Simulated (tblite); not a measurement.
## GaH2ClO2: geometry relaxation

The run: geometry relaxation of GaH2ClO2. Method and program: GFN2-xTB geometry optimisation, gas phase (tblite 0.8.0).

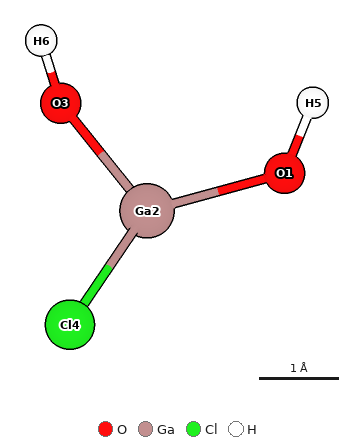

The input geometry (ball-and-stick view, seen at a tilt; atoms are numbered from 1 in the order of the input). Sticks mark near contacts. Bond lengths as drawn: Cl–Ga 2.24 Å, Ga–O 1.86 to 1.88 Å and H–O 0.97 to 0.98 Å.

## Input file
```
{"job": {"kind": "relax", "xc": "GFN2-xTB", "basis": "xTB"}, "charge": 0, "multiplicity": 1}
O      1.187910     2.358188    -1.130073
Ga     0.387841     0.915707    -0.269507
O      0.662199    -0.772995    -1.052686
Cl    -1.645361     1.277430     0.601270
H      1.660640     2.315642    -1.974590
H      0.337938    -1.020809    -1.942780
```

The first line tells a small driver script what to run in tblite; the rest is the geometry in Å.

Hardware: 1 CPU thread, shared host.

Run as:
```bash
OMP_NUM_THREADS=1 python <driver script> task.json out
```

## The program's output
```
step      E/eV     max force
  0    -408.16111    1.722
  1    -408.26278    1.580
  2    -408.62631    0.750
  3    -408.65539    0.461
  4    -408.66364    0.368
  5    -408.69611    0.467
  6    -408.70304    0.404
  7    -408.71283    0.281
  8    -408.71804    0.257
  9    -408.72714    0.396
 10    -408.73891    0.564
 11    -408.75151    0.510
 12    -408.76176    0.235
 13    -408.76431    0.132
 14    -408.76522    0.139
 15    -408.76720    0.137
 16    -408.76985    0.158
 17    -408.77154    0.163
 18    -408.77306    0.191
 19    -408.77454    0.178
 20    -408.77897    0.283
 21    -408.78104    0.242
 22    -408.78945    0.429
 23    -408.79507    0.444
 24    -408.80205    0.723
 25    -408.81182    0.528
 26    -408.82200    0.525
 27    -408.83145    0.331
 28    -408.77055    2.015
 29    -408.83808    0.197
 30    -408.84225    0.239
 31    -408.81191    1.937
 32    -408.85314    0.225
 33    -408.85957    0.210
 34    -408.82178    2.097
 35    -408.87015    0.206
 36    -408.87663    0.195
 37    -408.84750    1.953
 38    -408.89018    0.138
 39    -408.89618    0.134
 40    -408.90115    0.543
 41    -408.90489    0.119
 42    -408.90584    0.065
 43    -408.90643    0.047
 44    -408.90647    0.029
 45    -408.90651    0.032
 46    -408.90653    0.027
 47    -408.90657    0.023
 48    -408.90661    0.021
 49    -408.90665    0.016
 50    -408.90666    0.013
 51    -408.90667    0.009
 52    -408.90667    0.007
```

## Trajectory as extended XYZ (Å, eV, eV/Å), 27 frames, from step=0 to step=52
```
6
Properties=species:S:1:pos:R:3:forces:R:3 step=0 energy=-408.16111
O     1.1879    2.3582   -1.1301   -0.2800  -0.6540   0.3690
Ga    0.3878    0.9157   -0.2695   -0.9240   0.0210  -1.4530
O     0.6622   -0.7730   -1.0527   -0.2470   0.6430  -0.0720
Cl   -1.6454    1.2774    0.6013    1.4020  -0.2140  -0.3160
H     1.6606    2.3156   -1.9746   -0.1960  -0.2310   0.5550
H     0.3379   -1.0208   -1.9428    0.2450   0.4350   0.9170
6
Properties=species:S:1:pos:R:3:forces:R:3 step=2 energy=-408.62631
O     1.1579    2.2932   -1.0909   -0.0590   0.0020   0.0580
Ga    0.2947    0.9170   -0.4172   -0.2280   0.0760  -0.6300
O     0.6477   -0.6987   -1.0303    0.2420   0.2670   0.6570
Cl   -1.5037    1.2558    0.5697    0.1970  -0.0030   0.1560
H     1.6426    2.2916   -1.9201    0.0130  -0.1230   0.2470
H     0.3521   -0.9857   -1.8796   -0.1640  -0.2200  -0.4880
6
Properties=species:S:1:pos:R:3:forces:R:3 step=4 energy=-408.66364
O     1.1496    2.2804   -1.0799    0.0200   0.2530   0.0100
Ga    0.2659    0.9214   -0.4721   -0.1410   0.1220  -0.3170
O     0.6499   -0.6796   -1.0147    0.1000  -0.2480  -0.0890
Cl   -1.4678    1.2515    0.5703   -0.1610   0.0630   0.3190
H     1.6400    2.2821   -1.9004    0.1390  -0.0620   0.0620
H     0.3536   -0.9826   -1.8715    0.0420  -0.1290   0.0150
6
Properties=species:S:1:pos:R:3:forces:R:3 step=6 energy=-408.70304
O     1.1471    2.3107   -1.0721   -0.0100   0.1410  -0.0780
Ga    0.2228    0.9407   -0.5561   -0.3410  -0.1290   0.1750
O     0.6674   -0.6996   -1.0130   -0.0750   0.1590  -0.1840
Cl   -1.4662    1.2579    0.6183    0.1540  -0.0240  -0.0030
H     1.6602    2.2665   -1.8769    0.1890   0.0220   0.0000
H     0.3597   -1.0031   -1.8686    0.0820  -0.1690   0.0900
6
Properties=species:S:1:pos:R:3:forces:R:3 step=8 energy=-408.71804
O     1.1426    2.3294   -1.0737   -0.1620  -0.1520  -0.0920
Ga    0.1782    0.9425   -0.5894    0.0990   0.1170   0.0690
O     0.6703   -0.6911   -1.0212   -0.0650   0.2410  -0.0630
Cl   -1.4503    1.2585    0.6402   -0.0260  -0.0010   0.0680
H     1.6825    2.2601   -1.8619    0.1220   0.0270   0.0810
H     0.3679   -1.0262   -1.8624    0.0330  -0.2330  -0.0640
6
Properties=species:S:1:pos:R:3:forces:R:3 step=10 energy=-408.73891
O     1.1208    2.3411   -1.0931   -0.1660  -0.2560  -0.1350
Ga    0.1296    0.9536   -0.6091    0.4520   0.2960  -0.1600
O     0.6627   -0.6521   -1.0492   -0.1030  -0.0200  -0.2540
Cl   -1.4348    1.2591    0.6754   -0.2030   0.0320   0.1770
H     1.7280    2.2574   -1.8345   -0.0520  -0.0090   0.2160
H     0.3849   -1.0860   -1.8580    0.0710  -0.0430   0.1560
6
Properties=species:S:1:pos:R:3:forces:R:3 step=12 energy=-408.76176
O     1.0915    2.3381   -1.1250   -0.0890   0.0190  -0.0220
Ga    0.1131    0.9772   -0.6172    0.1980   0.0590  -0.1120
O     0.6473   -0.6123   -1.0924   -0.0410  -0.1030  -0.1840
Cl   -1.4338    1.2609    0.7138   -0.0380   0.0020   0.0330
H     1.7692    2.2573   -1.7987   -0.0360  -0.0680   0.1010
H     0.4039   -1.1480   -1.8489    0.0060   0.0910   0.1840
6
Properties=species:S:1:pos:R:3:forces:R:3 step=14 energy=-408.76522
O     1.0806    2.3398   -1.1337   -0.0490   0.1300  -0.0060
Ga    0.1120    0.9848   -0.6285    0.0050  -0.0560   0.0260
O     0.6437   -0.6033   -1.1064    0.0300   0.0220  -0.0110
Cl   -1.4314    1.2610    0.7252    0.0640  -0.0190  -0.0670
H     1.7786    2.2533   -1.7831    0.0130  -0.0650   0.0370
H     0.4077   -1.1624   -1.8419   -0.0630  -0.0130   0.0230
6
Properties=species:S:1:pos:R:3:forces:R:3 step=16 energy=-408.76985
O     1.0552    2.3603   -1.1543   -0.0440   0.0750   0.0230
Ga    0.1044    0.9915   -0.6474   -0.0610   0.0360   0.0900
O     0.6403   -0.5801   -1.1366    0.1340   0.0350   0.0510
Cl   -1.4143    1.2582    0.7380    0.0550  -0.0290  -0.0870
H     1.7980    2.2372   -1.7445    0.0370  -0.0340  -0.0170
H     0.4076   -1.1940   -1.8236   -0.1200  -0.0820  -0.0600
6
Properties=species:S:1:pos:R:3:forces:R:3 step=18 energy=-408.77306
O     1.0367    2.3830   -1.1701   -0.0540  -0.0700   0.0550
Ga    0.1066    0.9950   -0.6489    0.0300   0.1000  -0.0290
O     0.6463   -0.5671   -1.1588    0.1780   0.0580   0.0380
Cl   -1.4005    1.2536    0.7349   -0.0610  -0.0200   0.0160
H     1.8059    2.2217   -1.7164    0.0440   0.0080  -0.0410
H     0.3962   -1.2130   -1.8092   -0.1370  -0.0750  -0.0390
6
Properties=species:S:1:pos:R:3:forces:R:3 step=20 energy=-408.77897
O     1.0246    2.4030   -1.1743    0.0100  -0.0860   0.0350
Ga    0.1229    1.0048   -0.6481    0.0270  -0.1690  -0.0840
O     0.6859   -0.5671   -1.1721    0.0220   0.0460  -0.1690
Cl   -1.3972    1.2446    0.7186   -0.1270  -0.0240   0.0730
H     1.8001    2.2052   -1.6987    0.0980   0.0650  -0.0820
H     0.3548   -1.2172   -1.7938   -0.0300   0.1670   0.2270
6
Properties=species:S:1:pos:R:3:forces:R:3 step=22 energy=-408.78945
O     1.0264    2.3952   -1.1627    0.3530  -0.0130  -0.1920
Ga    0.1500    0.9950   -0.6355   -0.1770  -0.2010   0.0660
O     0.7360   -0.5663   -1.1800   -0.1290  -0.0750  -0.3190
Cl   -1.4183    1.2327    0.6973    0.0000  -0.0560  -0.0260
H     1.7939    2.2076   -1.7155   -0.1540   0.1290   0.1150
H     0.3031   -1.1910   -1.7720    0.1060   0.2160   0.3550
6
Properties=species:S:1:pos:R:3:forces:R:3 step=24 energy=-408.80205
O     1.0248    2.3852   -1.1708    0.3520  -0.0420  -0.1350
Ga    0.1652    0.9740   -0.6191   -0.1990   0.2240   0.0840
O     0.7756   -0.5366   -1.2215   -0.2650  -0.4740  -0.4770
Cl   -1.4358    1.2148    0.6842    0.0740  -0.0820  -0.0700
H     1.8049    2.2154   -1.7151   -0.2510   0.0930   0.1660
H     0.2564   -1.1795   -1.7261    0.2880   0.2800   0.4320
6
Properties=species:S:1:pos:R:3:forces:R:3 step=26 energy=-408.82200
O     1.0159    2.3898   -1.1998    0.0500  -0.0850   0.1320
Ga    0.1362    0.9806   -0.6346    0.1240   0.3130  -0.1100
O     0.7754   -0.5006   -1.2878   -0.2310  -0.3610  -0.3040
Cl   -1.4247    1.1999    0.7023   -0.0420  -0.0670  -0.0080
H     1.8339    2.2158   -1.6727   -0.1010   0.0120  -0.0030
H     0.2544   -1.2123   -1.6758    0.1990   0.1890   0.2940
6
Properties=species:S:1:pos:R:3:forces:R:3 step=28 energy=-408.77055
O     0.9898    2.3977   -1.2465    0.7890   0.1080  -0.0870
Ga    0.0861    1.0219   -0.6981    0.3150  -0.2120  -0.1380
O     0.7729   -0.4299   -1.4474   -1.3080  -1.5310  -0.0910
Cl   -1.3970    1.1572    0.7397   -0.0580  -0.0690  -0.0830
H     1.8927    2.2092   -1.5717   -0.7870   0.1210   0.1320
H     0.2467   -1.2830   -1.5444    1.0500   1.5830   0.2670
6
Properties=species:S:1:pos:R:3:forces:R:3 step=30 energy=-408.84225
O     1.0131    2.3913   -1.2088   -0.0460   0.1330   0.1930
Ga    0.1245    0.9995   -0.6630    0.1190  -0.0030  -0.0680
O     0.7716   -0.4771   -1.3544   -0.1160   0.0720  -0.0620
Cl   -1.4153    1.1765    0.7088   -0.0330  -0.0660  -0.0490
H     1.8491    2.2147   -1.6375    0.0790  -0.0270  -0.1360
H     0.2483   -1.2318   -1.6134   -0.0040  -0.1090   0.1210
6
Properties=species:S:1:pos:R:3:forces:R:3 step=32 energy=-408.85314
O     1.0122    2.4027   -1.2058    0.0850   0.1180   0.1300
Ga    0.1345    1.0040   -0.6731   -0.0190  -0.0140   0.0190
O     0.7636   -0.4668   -1.3861   -0.0310   0.1440  -0.0400
Cl   -1.4122    1.1612    0.7014    0.0080  -0.0730  -0.0810
H     1.8517    2.2108   -1.6258    0.0180   0.0230  -0.1150
H     0.2414   -1.2388   -1.5790   -0.0620  -0.1980   0.0880
6
Properties=species:S:1:pos:R:3:forces:R:3 step=34 energy=-408.82178
O     1.0363    2.4346   -1.1843   -0.0030   0.1360   0.1840
Ga    0.1554    1.0210   -0.7046   -0.1550   0.0210   0.0660
O     0.7248   -0.4123   -1.5415   -1.1270  -1.7320   0.3590
Cl   -1.4109    1.0838    0.6702    0.0990  -0.0640  -0.1330
H     1.8708    2.2184   -1.5971    0.1430   0.0400  -0.1990
H     0.2148   -1.2724   -1.4110    1.0430   1.5990  -0.2760
6
Properties=species:S:1:pos:R:3:forces:R:3 step=36 energy=-408.87663
O     1.0328    2.4172   -1.1840   -0.0110   0.0880   0.1730
Ga    0.1481    1.0095   -0.6820   -0.0500   0.0520   0.0200
O     0.7431   -0.4462   -1.4507   -0.1200  -0.0350  -0.0250
Cl   -1.4168    1.1227    0.6795    0.0320  -0.0640  -0.0820
H     1.8562    2.2192   -1.6282    0.1020   0.0150  -0.1560
H     0.2278   -1.2492   -1.5029    0.0480  -0.0550   0.0690
6
Properties=species:S:1:pos:R:3:forces:R:3 step=38 energy=-408.89018
O     1.0544    2.4232   -1.1581    0.0200   0.0530   0.1260
Ga    0.1542    1.0141   -0.6857   -0.0350   0.0560   0.0050
O     0.7246   -0.4396   -1.4775   -0.0970  -0.0300  -0.0020
Cl   -1.4223    1.0993    0.6627    0.0250  -0.0480  -0.0600
H     1.8558    2.2297   -1.6457    0.0460   0.0210  -0.1080
H     0.2244   -1.2535   -1.4640    0.0400  -0.0510   0.0400
6
Properties=species:S:1:pos:R:3:forces:R:3 step=40 energy=-408.90115
O     1.1143    2.4334   -1.0905    0.2660  -0.0670  -0.1940
Ga    0.1630    1.0297   -0.6983    0.0210   0.0210  -0.0190
O     0.6719   -0.4250   -1.5345   -0.2620  -0.4600   0.1220
Cl   -1.4341    1.0440    0.6242   -0.0030   0.0000  -0.0020
H     1.8514    2.2594   -1.6930   -0.2700   0.0750   0.2000
H     0.2247   -1.2684   -1.3763    0.2470   0.4310  -0.1080
6
Properties=species:S:1:pos:R:3:forces:R:3 step=42 energy=-408.90584
O     1.1096    2.4297   -1.0988    0.0620  -0.0070  -0.0150
Ga    0.1607    1.0288   -0.6957    0.0230   0.0010  -0.0180
O     0.6767   -0.4304   -1.5177   -0.0350  -0.0290   0.0170
Cl   -1.4324    1.0544    0.6299   -0.0120  -0.0010   0.0000
H     1.8481    2.2571   -1.6893   -0.0570   0.0240   0.0210
H     0.2285   -1.2665   -1.3968    0.0200   0.0140  -0.0050
6
Properties=species:S:1:pos:R:3:forces:R:3 step=44 energy=-408.90647
O     1.1235    2.4288   -1.0866    0.0110  -0.0040  -0.0010
Ga    0.1637    1.0314   -0.6960    0.0120  -0.0070  -0.0080
O     0.6664   -0.4297   -1.5218    0.0130   0.0180   0.0020
Cl   -1.4361    1.0466    0.6229   -0.0040   0.0090   0.0020
H     1.8435    2.2646   -1.7001   -0.0180   0.0090   0.0070
H     0.2302   -1.2686   -1.3868   -0.0140  -0.0250  -0.0010
6
Properties=species:S:1:pos:R:3:forces:R:3 step=46 energy=-408.90653
O     1.1255    2.4283   -1.0846   -0.0110   0.0020   0.0150
Ga    0.1662    1.0305   -0.6948   -0.0050   0.0010   0.0010
O     0.6673   -0.4303   -1.5211    0.0130   0.0100   0.0000
Cl   -1.4376    1.0465    0.6210    0.0080   0.0080  -0.0040
H     1.8414    2.2661   -1.7024    0.0050   0.0040  -0.0090
H     0.2284   -1.2679   -1.3863   -0.0110  -0.0250  -0.0030
6
Properties=species:S:1:pos:R:3:forces:R:3 step=48 energy=-408.90661
O     1.1265    2.4277   -1.0819   -0.0150   0.0020   0.0150
Ga    0.1683    1.0289   -0.6939   -0.0120   0.0050   0.0070
O     0.6713   -0.4326   -1.5173   -0.0010  -0.0120   0.0000
Cl   -1.4381    1.0494    0.6190    0.0100   0.0060  -0.0050
H     1.8378    2.2678   -1.7053    0.0160   0.0040  -0.0120
H     0.2254   -1.2680   -1.3889    0.0030  -0.0050  -0.0040
6
Properties=species:S:1:pos:R:3:forces:R:3 step=50 energy=-408.90666
O     1.1264    2.4270   -1.0807   -0.0040   0.0000   0.0020
Ga    0.1674    1.0285   -0.6937    0.0000  -0.0040   0.0010
O     0.6730   -0.4343   -1.5139   -0.0060  -0.0100  -0.0030
Cl   -1.4375    1.0528    0.6194    0.0010   0.0040   0.0000
H     1.8365    2.2693   -1.7066    0.0040   0.0050   0.0000
H     0.2255   -1.2702   -1.3928    0.0050   0.0050   0.0000
6
Properties=species:S:1:pos:R:3:forces:R:3 step=52 energy=-408.90667
O     1.1260    2.4268   -1.0811    0.0000  -0.0010  -0.0010
Ga    0.1667    1.0285   -0.6936    0.0030  -0.0060  -0.0020
O     0.6719   -0.4343   -1.5141   -0.0020  -0.0060  -0.0040
Cl   -1.4373    1.0537    0.6204    0.0000   0.0040   0.0000
H     1.8371    2.2699   -1.7063   -0.0020   0.0050   0.0040
H     0.2268   -1.2714   -1.3937    0.0010   0.0030   0.0030
```

## Key numbers

| quantity | value |
| --- | --- |
| outcome | converged |
| total energy | −408.9067 eV |
| wall time | 0.57 s |
| peak memory | 0.17 GiB |
